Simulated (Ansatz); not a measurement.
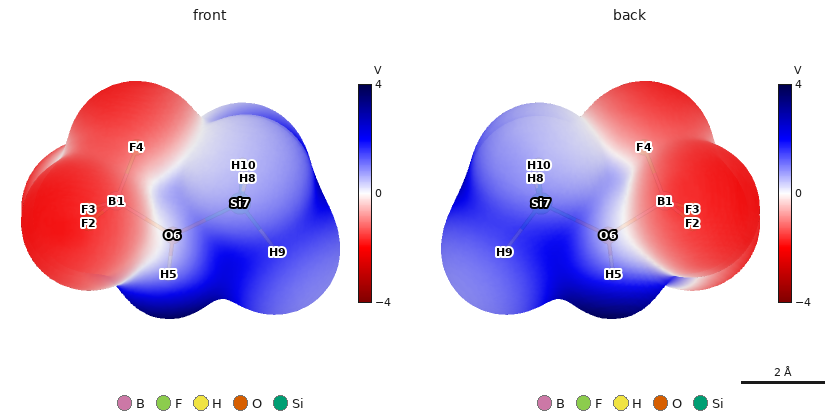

Figure 1: BF₃H₄OSi. The electrostatic potential painted on the density surface at 0.001 e/bohr³, seen from the front and from behind; the colour scale runs from red (negative) to blue (positive).

Level of theory: RHF/6-31G in Ansatz.

Input

```
crystal:
  periodic: [false, false, false]
  atoms:
    - { symbol: B, position_ang: [0.64869, -2.149064, 0.27008] }
    - { symbol: F, position_ang: [1.543286, -1.755523, -0.694967] }
    - { symbol: F, position_ang: [-0.246594, -3.098261, -0.015392] }
    - { symbol: F, position_ang: [0.752532, -1.655702, 1.506649] }
    - { symbol: H, position_ang: [0.573864, 0.121621, -1.264735] }
    - { symbol: O, position_ang: [-0.191214, 0.312857, -0.724553] }
    - { symbol: Si, position_ang: [-0.6659, 1.756901, 0.063962] }
    - { symbol: H, position_ang: [0.322557, 2.120743, 1.118047] }
    - { symbol: H, position_ang: [-0.747262, 2.874764, -0.917711] }
    - { symbol: H, position_ang: [-1.98976, 1.471563, 0.65842] }
basis:
  gaussian: { orbitals: "6-31G" }
hamiltonian:
  xc: hf
relax:
  f_tol: 0.03
  max_steps: 50
output:
  orbitals: {}
```

Launched as:

```sh
ansatz run input.yaml --threads 1 --pin off --max-ram 2048MiB --backend cpu --events-out ev --progress --plain --runs-dir out
```

The fields are those of the relaxed geometry.

Describe the electrostatic potential map.

The most negative region (about −1.9 V) lies over F2 and F3, the most positive (about +3.7 V) over H5.
